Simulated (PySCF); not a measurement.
# BCl2H, SMILES `ClBCl`: electronic structure

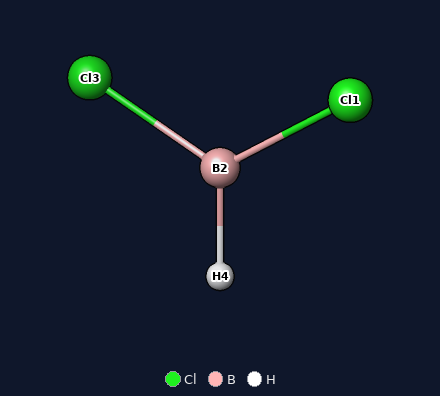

The molecule, with its atoms numbered as below. No frequency check shows the geometry to be a minimum.

Geometry (Å), atoms numbered from 1:

```
Cl1     -1.4746   -0.1566    0.0000
B2      -0.0001    0.6919    0.0000
Cl3      1.4746   -0.1566    0.0000
H4      -0.0002    1.8651    0.0000
```

## 1. Bonding charge

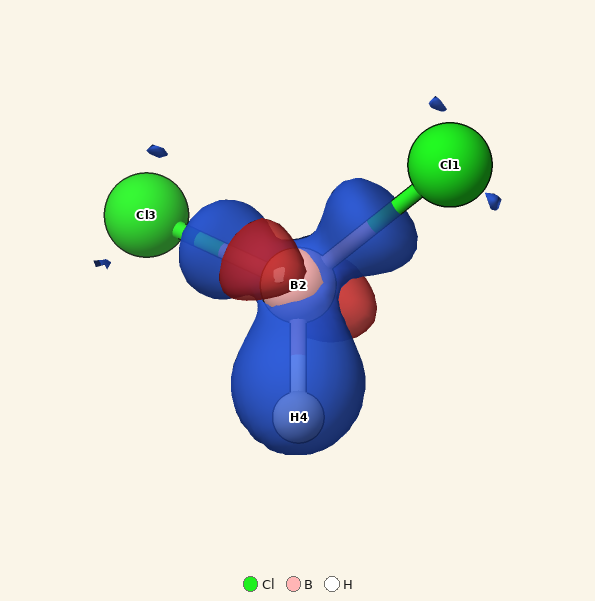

Deformation density (molecule less spherical, spin-averaged free atoms at the same positions), surfaces at ±0.13 e/Å³; blue: gain, red: loss.

PySCF calculation, PBE0/def2-TZVP, gas phase; geometry: GFN2-xTB.

Question: Describe the bonding that the map shows.

Answer: B2–H4: +0.57 e/Å³ at the bond critical point (bond length 1.17 Å, Mayer order 1.0). Cl1–B2 and B2–Cl3: +0.26 e/Å³ at the bond critical point (bond length 1.70 Å, Mayer order 1.3). In all, 0.8 electrons gather in the regions of gain relative to the promolecule.

Question: Where do the Hirshfeld charges lie?

Answer: The highest Hirshfeld charge is on B2 (+0.13 e), the lowest on H4 (−0.05 e).

```tsv
atom	charge (e)
Cl1	−0.04
B2	+0.13
Cl3	−0.04
H4	−0.05
```

## 2. Bond critical points

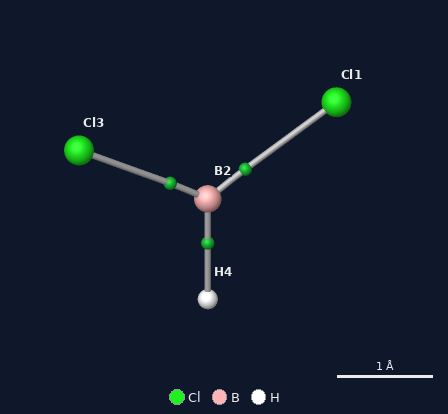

Molecular graph of the electron density (QTAIM): bond paths, bond critical points (green), ring points (magenta, if any); weak paths are dashed.

Question: How many critical points of each kind are there, and does the count close?

Answer: 4 nuclei, 3 bond, 0 ring and 0 cage critical points: 4 − 3 + 0 − 0 = 1, as the Poincaré–Hopf relation requires.

Question: What does the calculation give at each kind of bond critical point?

Answer:
```tsv
bond	length (Å)	ρ (a.u.)	∇²ρ (a.u.)	ε	H (a.u.)
B2–H4	1.173	0.199	−0.45	0.10	−0.237
Cl1–B2 (2 alike)	1.701	0.165	+0.07	0.17	−0.164
```

Question: What kind of interaction is Cl1–B2?

Answer: Polar or intermediate (positive Laplacian, negative energy density H): ρ = 0.165, ∇²ρ = +0.07, H = −0.164 a.u. Its ellipticity of 0.17 shows that the density isn't cylindrical about the bond.

## 3. Local ionisation energy

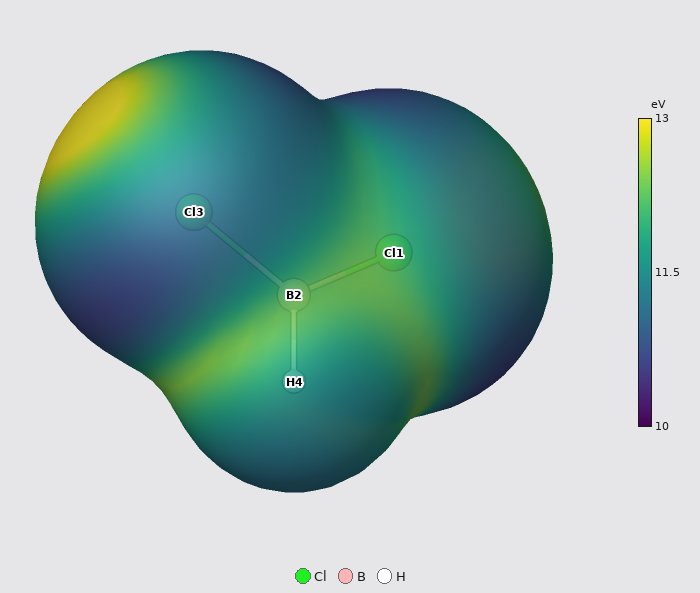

Average local ionisation energy on the surface of electron density 0.001 a.u.

Question: Locate the minima of the map.

Answer: The lowest value is 10.6 eV, 2.1 Å from Cl1, and at like points elsewhere. Further minima include 10.6 eV, 2.1 Å from Cl3, and at like points elsewhere; 11.1 eV, 1.4 Å from H4. For comparison, the highest occupied orbital lies at −9.2 eV.

Question: What volume does the surface enclose, and what is the dipole moment?

Answer: About 83 Å³; the dipole moment is 0.4 D.

## 4. In an electric field

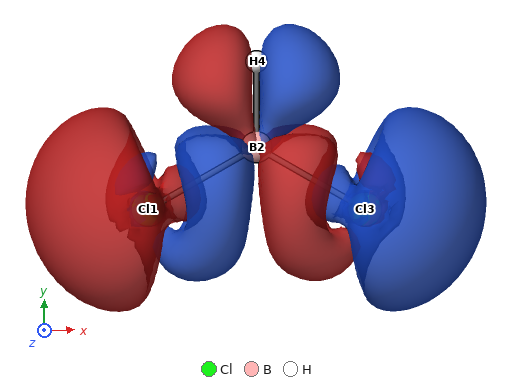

Change of the electron density in a uniform field of 0.21 V/Å, surfaces at ±0.001 e/Å³ (red: gain, blue: loss).

Computed with PySCF, PBE0/def2-TZVP, geometry: GFN2-xTB. A basis without diffuse functions makes polarisabilities too small.

Question: Along which Cartesian direction does the field point?

Answer: Along +x: electrons gather on the −x side, against the field.

Question: How large is the response?

Answer: The induced dipole is 0.50 D (along the field); α along this axis, from the fields in both directions, is 49 bohr³ (7.3 Å³).

Question: Which atoms gain and lose the most charge?

Answer: Electrons gather most on Cl1 (Hirshfeld charge changes by −0.020 e) and leave Cl3 most (+0.020 e); 0.040 electrons are displaced in all.

## 5. Removing or adding an electron

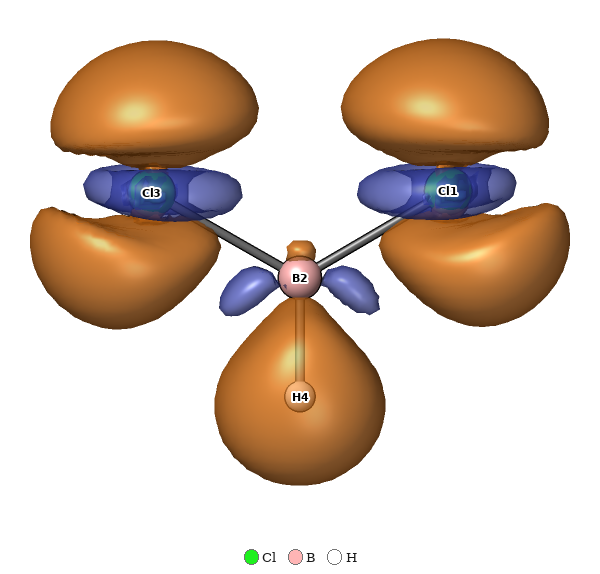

Fukui function f⁻ = ρ(N) − ρ(N−1) at fixed geometry, surfaces at ±0.02 e/Å³ (orange positive, blue negative).

Computed with PySCF, PBE0/def2-TZVP, geometry: GFN2-xTB.

Question: On which atoms does the density change most on removal of an electron?

Answer: f⁻ (Hirshfeld-condensed) is largest on Cl1 and Cl3 (0.36 each); the vertical ionisation energy is 11.62 eV. Condensed values hint at sites of electrophilic attack but needn't mark the atom that reacts. Orbital relaxation makes it negative in places (0.09 e in all).

The PySCF runs shown took 6.4 s, 14 s and 92 s on 1 thread of Arm Neoverse V2, on a shared host.
